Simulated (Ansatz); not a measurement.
Bond-angle distributions (per cent of the angles at each element, bins of 10°) of a relaxed model of amorphous C12Sb12Se36 at 4.78 g/cm³. Calculation: PBE-D3(BJ), scalar-relativistic without spin-orbit coupling, PAW (Ansatz default set, large-core Se) (plane waves to 420 eV; Ansatz, a first-principles code).

A CHGNet melt-quench gave the starting glass, which DFT then relaxed. The hot cell started wider than the set density and was brought back towards it in steps. It is the lowest in DFT energy of 3 quenches. It is a model cell: composition and starting density were chosen by hand, and all elements were melted together. The geometry includes D3(BJ) dispersion. Its density started from a set value of 4.70 and ended at 4.78 g/cm³. The simulated quench (nominally 120 K/ps over its main leg) is rapid and tends to freeze in more defects than a deposited or slowly cooled glass has. One small periodic cell is one sample of the glass; other quenches scatter about these values. Volume and shape were free in the relaxation.

Bonds are counted up to C-C 1.68 Å, C-Sb 2.42 Å, C-Se 2.14 Å, Sb-Sb 3.34 Å, Sb-Se 2.90 Å, Se-Se 2.76 Å.

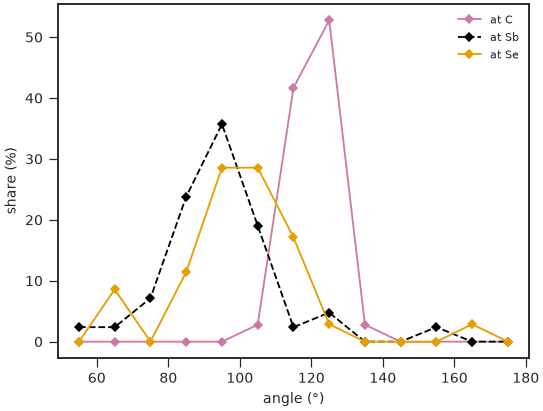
*Bond-angle distributions*

They go with these counts of neighbours within the cut-offs, cation contacts included: C mean 3.0, most often 3; Sb mean 3.2, most often 3; Se mean 1.9, most often 2.
